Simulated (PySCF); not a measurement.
# From one method to the next for SiC (triplet)

Aim: see what other levels and later steps give for SiC (triplet).

The runs use PySCF 2.14.0; method and basis as typed in the scripts.

4 further runs of the same task are left out: 4 that didn't finish.

## Step 1: Starting geometry

SiC (triplet): 2 atoms, charge 0, spin multiplicity 3.

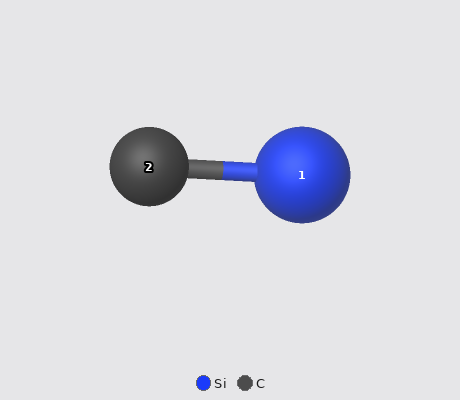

Start geometry, drawn with silicon blue, carbon dark grey; atoms are numbered from 1 in the order of the file.

## Step 2: The base run

Input file input.py:

```python
from pyscf import gto, scf

mol = gto.M(
    atom='Si 0 0 0; C 0 0 1.643',
    basis='sto-3g',
    charge=0,
    spin=2,
    verbose=4,
)
mf = scf.UHF(mol)
mf = mf.density_fit(auxbasis='def2-universal-jkfit')
mf = mf.newton()
mf.kernel()
mf.stability(internal=True, external=True)
mf.dip_moment()
print('orbital energies (hartree):', [e[max(0, n-3):n+3].round(4) for e, n in zip(mf.mo_energy, mol.nelec)])
```

Run with:

```bash
OMP_NUM_THREADS=1 python input.py
```

Log:

```text
PySCF version 2.14.0

[INPUT] verbose = 4
[INPUT] num. atoms = 2
[INPUT] num. electrons = 20
[INPUT] charge = 0
[INPUT] spin (= nelec alpha-beta = 2S) = 2
[INPUT] symmetry False subgroup None
[INPUT] Mole.unit = angstrom
[INPUT] Symbol           X                Y                Z      unit          X                Y                Z       unit  Magmom
[INPUT]  1 Si     0.000000000000   0.000000000000   0.000000000000 AA    0.000000000000   0.000000000000   0.000000000000 Bohr   0.0
[INPUT]  2 C      0.000000000000   0.000000000000   1.643000000000 AA    0.000000000000   0.000000000000   3.104820022660 Bohr   0.0

nuclear repulsion = 27.0547082880584
number of shells = 8
number of NR pGTOs = 42
number of NR cGTOs = 14
basis = sto-3g
ecp = {}

******** <class 'pyscf.soscf.newton_ah.SecondOrderDFUHF'> ********
method = SecondOrderDFUHF
initial guess = minao
damping factor = 0
level_shift factor = 0
DIIS = <class 'pyscf.scf.diis.CDIIS'>
diis_start_cycle = 1
diis_space = 8
diis_damp = 0
SCF conv_tol = 1e-09
SCF conv_tol_grad = None
SCF max_cycles = 50
direct_scf = False
number electrons alpha = 11  beta = 9
******** <class 'pyscf.df.df_jk.DFUHF'> Newton solver flags ********
SCF tol = 1e-09
conv_tol_grad = None
max. SCF cycles = 50
direct_scf = False
max_cycle_inner = 12
max_stepsize = 0.05
ah_start_tol = 1e+09
ah_level_shift = 0
ah_conv_tol = 1e-12
ah_lindep = 1e-14
ah_start_cycle = 1
ah_max_cycle = 40
ah_grad_trust_region = 2.5
kf_interval = 4
kf_trust_region = 5
canonicalization = True
Set conv_tol_grad to 3.16228e-05
******** <class 'pyscf.df.df.DF'> ********
auxbasis = def2-universal-jkfit
[... the frontier-level lines of each cycle are left out ...]

Initial guess E= -322.713863494381  |g|= 0.139188
macro= 0  E= -322.770595295622  delta_E= -0.0567318  |g|= 0.0555156  3 KF 20 JK
macro= 1  E= -322.787802311344  delta_E= -0.017207  |g|= 0.0158712  3 KF 9 JK
macro= 2  E= -322.787868517761  delta_E= -6.62064e-05  |g|= 0.000469144  2 KF 9 JK
macro= 3  E= -322.787868517763  delta_E= -1.81899e-12  |g|= 6.52702e-06  1 KF 2 JK
Canonicalize SCF orbitals
macro X = 4  E=-322.787868517763  |g|= 6.52702e-06  total 10 KF 45 JK
converged SCF energy = -322.787868517763  <S^2> = 2.5562522  2S+1 = 3.3503744
uhf_internal: lowest eigs of H = [1.22252316e-06 1.27214052e-01 2.86175777e-01]
<class 'pyscf.soscf.newton_ah.SecondOrderDFUHF'> wavefunction is stable in the internal stability analysis
uhf_real2complex: lowest eigs of H = [0.00084297 0.14983792 0.15414978]
<class 'pyscf.soscf.newton_ah.SecondOrderDFUHF'> wavefunction is stable in the real -> complex stability analysis
uhf_external: lowest eigs of H = [4.95208356e-06 1.94855033e-02 5.29306998e-02]
<class 'pyscf.soscf.newton_ah.SecondOrderDFUHF'> wavefunction is stable in the UHF/UKS -> GHF/GKS stability analysis
Dipole moment(X, Y, Z, Debye): -0.00000,  0.00000, -0.26585
orbital energies (hartree): [array([-0.3281, -0.315 , -0.2492,  0.2952,  0.3411,  0.7308]), array([-0.642 , -0.2961, -0.175 ,  0.1942,  0.2982,  0.4431])]
```

It took 0.79 s on 1 thread of Arm Neoverse V2, shared host; peak memory 0.13 GiB.

Base result: E(SCF) = -322.787869 Eh, 4 macro-iterations, ⟨S²⟩ = 2.556, μ = 0.27 D, internal stable; real -> complex stable; UHF/UKS -> GHF/GKS stable.

⟨S²⟩ = 2.56 against 2.00 for a pure state: the determinant is spin-contaminated. The bond length is a typed value, not an optimised one. The triplet is typed in the script; nothing here shows that it is the ground state.

## Step 3: Population analysis

Edit 1 changes step after the SCF: stability → analyze.

Changes to input.py since step 2:

```diff
@@ -13,4 +13,3 @@
 mf.kernel()
-mf.stability(internal=True, external=True)
-mf.dip_moment()
+mf.analyze()
 print('orbital energies (hartree):', [e[max(0, n-3):n+3].round(4) for e, n in zip(mf.mo_energy, mol.nelec)])
```

Run with:

```bash
OMP_NUM_THREADS=1 python input.py
```

Log:

```text
[... 61 set-up lines left out, the same as in an earlier log ...]
macro= 0  E= -322.770595295622  delta_E= -0.0567318  |g|= 0.0555156  3 KF 20 JK
macro= 1  E= -322.787802311344  delta_E= -0.017207  |g|= 0.0158712  3 KF 9 JK
macro= 2  E= -322.787868517761  delta_E= -6.62064e-05  |g|= 0.000469144  2 KF 9 JK
macro= 3  E= -322.787868517763  delta_E= -1.81899e-12  |g|= 6.52702e-06  1 KF 2 JK
Canonicalize SCF orbitals
macro X = 4  E=-322.787868517763  |g|= 6.52702e-06  total 10 KF 45 JK
converged SCF energy = -322.787868517763  <S^2> = 2.5562522  2S+1 = 3.3503744
**** SCF Summaries ****
Total Energy =                        -322.787868517762547
Nuclear Repulsion Energy =              27.054708288058428
One-electron Energy =                 -504.191224311995313
Two-electron Energy =                  154.348647506174331
Two-electron Coulomb Energy =          180.206792202218963
DFT Exchange-Correlation Energy =      -25.858144696044633
**** MO energy ****
                             alpha | beta                alpha | beta
MO #1   energy= -67.824880110736   | -67.8296104325599  occ= 1 | 1
MO #2   energy= -10.8688435907915  | -10.8048826269339  occ= 1 | 1
MO #3   energy= -5.84097586033886  | -5.84863241783799  occ= 1 | 1
MO #4   energy= -3.86388439022205  | -3.88042498814392  occ= 1 | 1
MO #5   energy= -3.86238162939581  | -3.8595428406023   occ= 1 | 1
MO #6   energy= -3.84021524165094  | -3.85918006689529  occ= 1 | 1
MO #7   energy= -0.844001790690727 | -0.642034846938268 occ= 1 | 1
MO #8   energy= -0.461177393173662 | -0.296073533511137 occ= 1 | 1
MO #9   energy= -0.328104243517146 | -0.174967485135756 occ= 1 | 1
MO #10  energy= -0.3149530529433   | 0.194158779065616  occ= 1 | 0
MO #11  energy= -0.249162757627816 | 0.298224935680486  occ= 1 | 0
MO #12  energy= 0.295199319145305  | 0.443123755520514  occ= 0 | 0
MO #13  energy= 0.341149578246377  | 0.493872769567369  occ= 0 | 0
MO #14  energy= 0.730807109452336  | 0.826903146582486  occ= 0 | 0

To work with the spin densities directly, `use mulliken_meta_spin()` only printing them here.

 ** Mulliken spin pop alpha/beta on meta-lowdin orthogonal AOs **
 ** Mulliken Spin Density (per AO)  **
spin_pop of  0 Si 1s        0.00000
spin_pop of  0 Si 2s        0.00002
spin_pop of  0 Si 3s       -0.03111
spin_pop of  0 Si 2px      -0.00008
spin_pop of  0 Si 2py      -0.00010
spin_pop of  0 Si 2pz       0.00019
spin_pop of  0 Si 3px      -0.28159
spin_pop of  0 Si 3py      -0.32518
spin_pop of  0 Si 3pz       0.07787
spin_pop of  1 C 1s       -0.00002
spin_pop of  1 C 2s        0.26363
spin_pop of  1 C 2px       0.80656
spin_pop of  1 C 2py       0.80038
spin_pop of  1 C 2pz       0.68942
 ** Mulliken Spin Density (per atom)  **
spin density of  0 Si =     -0.55997
spin density of  1 C =      2.55997
 ** Mulliken pop alpha/beta on meta-lowdin orthogonal AOs **
 ** Mulliken pop       alpha | beta **
pop of  0 Si 1s        1.00000 | 1.00000
pop of  0 Si 2s        0.99998 | 0.99996
pop of  0 Si 3s        0.87793 | 0.90904
pop of  0 Si 2px       0.99964 | 0.99973
pop of  0 Si 2py       0.99965 | 0.99974
pop of  0 Si 2pz       0.99955 | 0.99936
pop of  0 Si 3px       0.12267 | 0.40426
pop of  0 Si 3py       0.12140 | 0.44658
pop of  0 Si 3pz       0.47937 | 0.40151
pop of  1 C 1s        0.99995 | 0.99997
pop of  1 C 2s        0.86436 | 0.60073
pop of  1 C 2px       0.87769 | 0.07112
pop of  1 C 2py       0.87895 | 0.07857
pop of  1 C 2pz       0.77886 | 0.08944
In total            11.00000 | 9.00000
 ** Mulliken atomic charges   ( Nelec_alpha | Nelec_beta ) **
charge of  0Si =      0.23964  (     6.60019      7.16016 )
charge of  1C =     -0.23964  (     4.39981      1.83984 )
Dipole moment(X, Y, Z, Debye): -0.00000,  0.00000, -0.26585
orbital energies (hartree): [array([-0.3281, -0.315 , -0.2492,  0.2952,  0.3411,  0.7308]), array([-0.642 , -0.2961, -0.175 ,  0.1942,  0.2982,  0.4431])]
```

Run time: 0.81 s. Hardware: 1 thread of Arm Neoverse V2, shared host.

Result: E(SCF) = -322.787869 Eh (no change), 4 macro-iterations, ⟨S²⟩ = 2.556, μ = 0.27 D.

## Step 4: MP2

Edit 2 changes step after the SCF: stability → mp2.

Changes to input.py since step 2:

```diff
@@ -1,2 +1,2 @@
-from pyscf import gto, scf
+from pyscf import gto, scf, mp
 
@@ -13,3 +13,3 @@
 mf.kernel()
-mf.stability(internal=True, external=True)
+mp.MP2(mf).kernel()
 mf.dip_moment()
```

Run with:

```bash
OMP_NUM_THREADS=1 python input.py
```

Log:

```text
[... 61 set-up lines left out, the same as in an earlier log ...]
macro= 0  E= -322.770595295622  delta_E= -0.0567318  |g|= 0.0555156  3 KF 20 JK
macro= 1  E= -322.787802311344  delta_E= -0.017207  |g|= 0.0158712  3 KF 9 JK
macro= 2  E= -322.787868517761  delta_E= -6.62064e-05  |g|= 0.000469144  2 KF 9 JK
macro= 3  E= -322.787868517763  delta_E= -1.81899e-12  |g|= 6.52702e-06  1 KF 2 JK
Canonicalize SCF orbitals
macro X = 4  E=-322.787868517763  |g|= 6.52702e-06  total 10 KF 45 JK
converged SCF energy = -322.787868517763  <S^2> = 2.5562522  2S+1 = 3.3503744

******** <class 'pyscf.mp.dfump2.DFUMP2'> ********
nocc = (np.int64(11), np.int64(9)), nmo = (14, 14)
E(DFUMP2) = -322.832425247524  E_corr = -0.0445567297615888
E(SCS-DFUMP2) = -322.832858479692  E_corr = -0.0449899619292833
E_corr(same-spin) = -0.0097824389822577
E_corr(oppo-spin) = -0.0347742907793311
Dipole moment(X, Y, Z, Debye): -0.00000,  0.00000, -0.26585
orbital energies (hartree): [array([-0.3281, -0.315 , -0.2492,  0.2952,  0.3411,  0.7308]), array([-0.642 , -0.2961, -0.175 ,  0.1942,  0.2982,  0.4431])]
```

Run time: 0.66 s. Hardware: 1 thread of Arm Neoverse V2, shared host.

This run: E(SCF) = -322.787869 Eh (no change), 4 macro-iterations, E(MP2) − E(SCF) = -0.04456 Eh, ⟨S²⟩ = 2.556, μ = 0.27 D (of the SCF density).

## Step 5: Wb97m-v (UKS)

Edit 3 changes functional: none (Hartree–Fock) → wb97m-v; SCF type: UHF → UKS; step after the SCF: stability → analyze.

Input file input.py:

```python
from pyscf import gto, dft

mol = gto.M(
    atom='Si 0 0 0; C 0 0 1.643',
    basis='sto-3g',
    charge=0,
    spin=2,
    verbose=4,
)
mf = dft.UKS(mol, xc='wb97m-v')
mf = mf.density_fit(auxbasis='def2-universal-jkfit')
mf = mf.newton()
mf.kernel()
mf.analyze()
print('orbital energies (hartree):', [e[max(0, n-3):n+3].round(4) for e, n in zip(mf.mo_energy, mol.nelec)])
```

Run with:

```bash
OMP_NUM_THREADS=1 python input.py
```

Log:

```text
[... 20 set-up lines left out, the same as in an earlier log ...]
******** <class 'pyscf.soscf.newton_ah.SecondOrderDFUKS'> ********
method = SecondOrderDFUKS
[... 12 set-up lines left out, the same as in an earlier log ...]
XC library pyscf.dft.libxc version 7.0.0
    S. Lehtola, C. Steigemann, M. J.T. Oliveira, and M. A.L. Marques.,  SoftwareX 7, 1–5 (2018)
XC functionals = wb97m-v
    N. Mardirossian and M. Head-Gordon.,  J. Chem. Phys. 144, 214110 (2016)
radial grids:
    Treutler-Ahlrichs [JCP 102, 346 (1995); DOI:10.1063/1.469408] (M4) radial grids
[... 1 set-up line left out, the same as in an earlier log ...]
becke partition: Becke, JCP 88, 2547 (1988); DOI:10.1063/1.454033
pruning grids: <function nwchem_prune>
grids dens level: 3
symmetrized grids: False
atomic radii adjust function: <function treutler_atomic_radii_adjust>
** Following is NLC and NLC Grids **
NLC functional = wb97m-v
radial grids:
    Treutler-Ahlrichs [JCP 102, 346 (1995); DOI:10.1063/1.469408] (M4) radial grids
[... 1 set-up line left out, the same as in an earlier log ...]
becke partition: Becke, JCP 88, 2547 (1988); DOI:10.1063/1.454033
pruning grids: <function nwchem_prune>
grids dens level: 3
symmetrized grids: False
atomic radii adjust function: <function treutler_atomic_radii_adjust>
small_rho_cutoff = 0
******** <class 'pyscf.df.df_jk.DFUKS'> Newton solver flags ********
[... 17 set-up lines left out, the same as in an earlier log ...]
tot grids = 33304
tot grids = 33304
[... 2 set-up lines left out, the same as in an earlier log ...]
Create RSH-DF object <pyscf.df.df.DF object> for omega=0.3
[... 1 set-up line left out, the same as in an earlier log ...]
auxbasis = auxmol.basis = def2-universal-jkfit
[... the frontier-level lines of each cycle are left out ...]
[... 1 set-up line left out, the same as in an earlier log ...]
[... 1 set-up line left out, the same as in an earlier log ...]
[... 1 set-up line left out, the same as in an earlier log ...]
Initial guess E= -323.471385498221  |g|= 0.21145
[... 1 set-up line left out, the same as in an earlier log ...]
WARN: NLC contribution in gen_response is NOT included
[... 1 set-up line left out, the same as in an earlier log ...]
macro= 0  E= -323.517327519817  delta_E= -0.045942  |g|= 0.014475  4 KF 13 JK

WARN: NLC contribution in gen_response is NOT included

macro= 1  E= -323.517902864496  delta_E= -0.000575345  |g|= 5.17177e-05  3 KF 11 JK

WARN: NLC contribution in gen_response is NOT included

macro= 2  E= -323.517902864537  delta_E= -4.17231e-11  |g|= 8.30128e-06  1 KF 2 JK
Canonicalize SCF orbitals
macro X = 3  E=-323.517902864537  |g|= 8.30128e-06  total 9 KF 30 JK
converged SCF energy = -323.517902864537  <S^2> = 2.0407934  2S+1 = 3.0270734
**** SCF Summaries ****
Total Energy =                        -323.517902864537234
Nuclear Repulsion Energy =              27.054708288058428
One-electron Energy =                 -503.956212696564194
Two-electron Energy =                  153.383601543968553
Two-electron Coulomb Energy =          179.819697720004569
DFT Exchange-Correlation Energy =      -26.436096176036031
**** MO energy ****
                             alpha | beta                alpha | beta
MO #1   energy= -65.5200458153208  | -65.51817605839    occ= 1 | 1
MO #2   energy= -10.0142289362608  | -9.99149308528604  occ= 1 | 1
MO #3   energy= -5.15854744906162  | -5.15586787556836  occ= 1 | 1
MO #4   energy= -3.41952131102705  | -3.41186616527954  occ= 1 | 1
MO #5   energy= -3.41611729874812  | -3.40941955411213  occ= 1 | 1
MO #6   energy= -3.40652298938916  | -3.40855703942108  occ= 1 | 1
MO #7   energy= -0.673094413388528 | -0.608144607822389 occ= 1 | 1
MO #8   energy= -0.374145578541624 | -0.29572245260943  occ= 1 | 1
MO #9   energy= -0.243147019441125 | -0.17357448368266  occ= 1 | 1
MO #10  energy= -0.225047214174652 | 0.0898004966633275 occ= 1 | 0
MO #11  energy= -0.219934495891705 | 0.128511367791714  occ= 1 | 0
MO #12  energy= 0.217033045797669  | 0.275795098655978  occ= 0 | 0
MO #13  energy= 0.238793901027188  | 0.310880201393238  occ= 0 | 0
MO #14  energy= 0.593372236006654  | 0.662191340818697  occ= 0 | 0

To work with the spin densities directly, `use mulliken_meta_spin()` only printing them here.

 ** Mulliken spin pop alpha/beta on meta-lowdin orthogonal AOs **
 ** Mulliken Spin Density (per AO)  **
spin_pop of  0 Si 1s       -0.00000
spin_pop of  0 Si 2s        0.00001
spin_pop of  0 Si 3s        0.00112
spin_pop of  0 Si 2px      -0.00014
spin_pop of  0 Si 2py       0.00014
spin_pop of  0 Si 2pz       0.00035
spin_pop of  0 Si 3px      -0.19370
spin_pop of  0 Si 3py       0.31780
spin_pop of  0 Si 3pz       0.19802
spin_pop of  1 C 1s       -0.00001
spin_pop of  1 C 2s        0.13866
spin_pop of  1 C 2px       0.20251
spin_pop of  1 C 2py       0.67338
spin_pop of  1 C 2pz       0.66186
 ** Mulliken Spin Density (per atom)  **
spin density of  0 Si =      0.32360
spin density of  1 C =      1.67640
 ** Mulliken pop alpha/beta on meta-lowdin orthogonal AOs **
 ** Mulliken pop       alpha | beta **
pop of  0 Si 1s        1.00000 | 1.00000
pop of  0 Si 2s        0.99995 | 0.99994
pop of  0 Si 3s        0.89703 | 0.89592
pop of  0 Si 2px       0.99942 | 0.99955
pop of  0 Si 2py       0.99938 | 0.99924
pop of  0 Si 2pz       0.99924 | 0.99889
pop of  0 Si 3px       0.33457 | 0.52827
pop of  0 Si 3py       0.32316 | 0.00536
pop of  0 Si 3pz       0.49679 | 0.29877
pop of  1 C 1s        0.99993 | 0.99994
pop of  1 C 2s        0.86004 | 0.72138
pop of  1 C 2px       0.66602 | 0.46350
pop of  1 C 2py       0.67746 | 0.00408
pop of  1 C 2pz       0.74702 | 0.08516
In total            11.00000 | 9.00000
 ** Mulliken atomic charges   ( Nelec_alpha | Nelec_beta ) **
charge of  0Si =      0.22454  (     7.04953      6.72593 )
charge of  1C =     -0.22454  (     3.95047      2.27407 )
Dipole moment(X, Y, Z, Debye):  0.00000,  0.00000, -0.91807
orbital energies (hartree): [array([-0.2431, -0.225 , -0.2199,  0.217 ,  0.2388,  0.5934]), array([-0.6081, -0.2957, -0.1736,  0.0898,  0.1285,  0.2758])]
```

Wall time 27 s (1 thread of Arm Neoverse V2, shared host); peak memory 0.2 GiB.

This run: E(SCF) = -323.517903 Eh, 3 macro-iterations, ⟨S²⟩ = 2.041, μ = 0.92 D.

## Step 6: CCSD(T)

Edit 4 changes step after the SCF: stability → ccsd(t); frozen orbitals: none → 6.

Changes to input.py since step 2:

```diff
@@ -1,2 +1,2 @@
-from pyscf import gto, scf
+from pyscf import gto, scf, cc
 
@@ -13,3 +13,5 @@
 mf.kernel()
-mf.stability(internal=True, external=True)
+mycc = cc.CCSD(mf, frozen=6)
+mycc.kernel()
+mycc.ccsd_t()
 mf.dip_moment()
```

Run with:

```bash
OMP_NUM_THREADS=1 python input.py
```

Log:

```text
[... 61 set-up lines left out, the same as in an earlier log ...]
macro= 0  E= -322.770595295622  delta_E= -0.0567318  |g|= 0.0555156  3 KF 20 JK
macro= 1  E= -322.787802311344  delta_E= -0.017207  |g|= 0.0158712  3 KF 9 JK
macro= 2  E= -322.787868517761  delta_E= -6.62064e-05  |g|= 0.000469144  2 KF 9 JK
macro= 3  E= -322.787868517763  delta_E= -1.81899e-12  |g|= 6.52702e-06  1 KF 2 JK
Canonicalize SCF orbitals
macro X = 4  E=-322.787868517763  |g|= 6.52702e-06  total 10 KF 45 JK
converged SCF energy = -322.787868517763  <S^2> = 2.5562522  2S+1 = 3.3503744

******** <class 'pyscf.cc.dfuccsd.UCCSD'> ********
CC2 = 0
CCSD nocc = (np.int64(5), np.int64(3)), nmo = (8, 8)
frozen orbitals 6
max_cycle = 50
direct = 0
conv_tol = 1e-07
conv_tol_normt = 1e-06
diis_space = 6
diis_start_cycle = 0
diis_start_energy_diff = 1e+09
Init t2, MP2 energy = -0.0419787239430277
Init E_corr(UCCSD) = -0.0419787239590354
cycle = 1  E_corr(UCCSD) = -0.0524724556657448  dE = -0.0104937317  norm(t1,t2) = 0.0876186
cycle = 2  E_corr(UCCSD) = -0.0593965434441481  dE = -0.00692408778  norm(t1,t2) = 0.0638333
cycle = 3  E_corr(UCCSD) = -0.0774016984284617  dE = -0.018005155  norm(t1,t2) = 0.0522389
cycle = 4  E_corr(UCCSD) = -0.0825264636249823  dE = -0.0051247652  norm(t1,t2) = 0.0245439
cycle = 5  E_corr(UCCSD) = -0.0844959214370256  dE = -0.00196945781  norm(t1,t2) = 0.00951704
cycle = 6  E_corr(UCCSD) = -0.085050563988951  dE = -0.000554642552  norm(t1,t2) = 0.0068848
cycle = 7  E_corr(UCCSD) = -0.0849461342425631  dE = 0.000104429746  norm(t1,t2) = 0.00402166
cycle = 8  E_corr(UCCSD) = -0.0854272988994965  dE = -0.000481164657  norm(t1,t2) = 0.00208195
cycle = 9  E_corr(UCCSD) = -0.0854423718818282  dE = -1.50729823e-05  norm(t1,t2) = 0.000817461
cycle = 10  E_corr(UCCSD) = -0.0854305974296608  dE = 1.17744522e-05  norm(t1,t2) = 0.000483925
cycle = 11  E_corr(UCCSD) = -0.0854139697847786  dE = 1.66276449e-05  norm(t1,t2) = 0.00017576
cycle = 12  E_corr(UCCSD) = -0.0854147912976313  dE = -8.21512853e-07  norm(t1,t2) = 7.20656e-05
cycle = 13  E_corr(UCCSD) = -0.0854161841999852  dE = -1.39290235e-06  norm(t1,t2) = 2.38649e-05
cycle = 14  E_corr(UCCSD) = -0.0854161192142183  dE = 6.4985767e-08  norm(t1,t2) = 1.3129e-05
cycle = 15  E_corr(UCCSD) = -0.0854156108124838  dE = 5.08401734e-07  norm(t1,t2) = 7.65138e-06
cycle = 16  E_corr(UCCSD) = -0.0854154584632498  dE = 1.52349234e-07  norm(t1,t2) = 3.43269e-06
cycle = 17  E_corr(UCCSD) = -0.0854155735914666  dE = -1.15128217e-07  norm(t1,t2) = 1.44115e-06
cycle = 18  E_corr(UCCSD) = -0.0854157032885738  dE = -1.29697107e-07  norm(t1,t2) = 8.69361e-07
cycle = 19  E_corr(UCCSD) = -0.0854157937262354  dE = -9.04376616e-08  norm(t1,t2) = 4.6087e-07
UCCSD converged
E(UCCSD) = -322.8732843114888  E_corr = -0.08541579372623542
UCCSD(T) correction = -0.0019085036894691
Dipole moment(X, Y, Z, Debye): -0.00000,  0.00000, -0.26585
orbital energies (hartree): [array([-0.3281, -0.315 , -0.2492,  0.2952,  0.3411,  0.7308]), array([-0.642 , -0.2961, -0.175 ,  0.1942,  0.2982,  0.4431])]
```

It took 0.98 s on 1 thread of Arm Neoverse V2, shared host.

This run: E(SCF) = -322.787869 Eh (no change), 4 macro-iterations, E(CCSD) − E(SCF) = -0.08542 Eh, (T) = -0.00191 Eh, ⟨S²⟩ = 2.556, μ = 0.27 D (of the SCF density).

## Step 7: Side by side

| run | E(SCF) (hartree) | from base (eV) | cycles | gap, α spin (eV) | SCF dipole (D) | after the SCF |
| --- | --- | --- | --- | --- | --- | --- |
| base | -322.787869 | 0 | 4 macro | 14.81 | 0.27 | stable |
| population analysis | -322.787869 | 0.0000 | 4 macro | 14.81 | 0.27 | n/a |
| MP2 | -322.787869 | 0.0000 | 4 macro | 14.81 | 0.27 | MP2 correlation -1.212 eV |
| wb97m-v (UKS) | -323.517903 | not comparable | 3 macro | 11.89 | 0.92 | n/a |
| CCSD(T) | -322.787869 | 0.0000 | 4 macro | 14.81 | 0.27 | CCSD(T) correlation -2.376 eV, core frozen |

Wall time on 1 thread of Arm Neoverse V2, shared host, start-up included: base 0.79 s; population analysis 0.81 s; MP2 0.66 s; wb97m-v (UKS) 27 s; CCSD(T) 0.98 s.

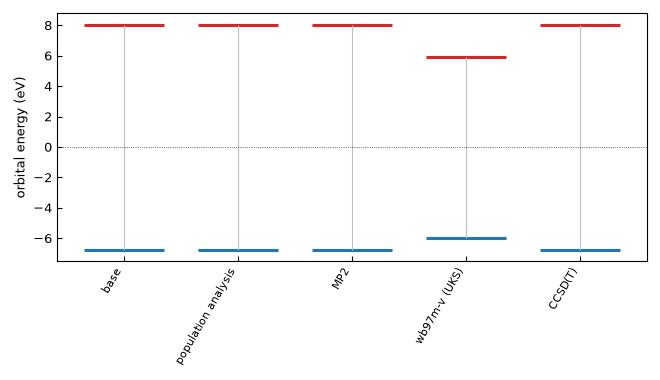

Frontier levels by run: filled blue, empty red. Open-shell runs show the α spin alone.

What this shows: A lower total energy from another functional means nothing by itself. The dearest run is “wb97m-v (UKS)”, at 27 s against 0.79 s.
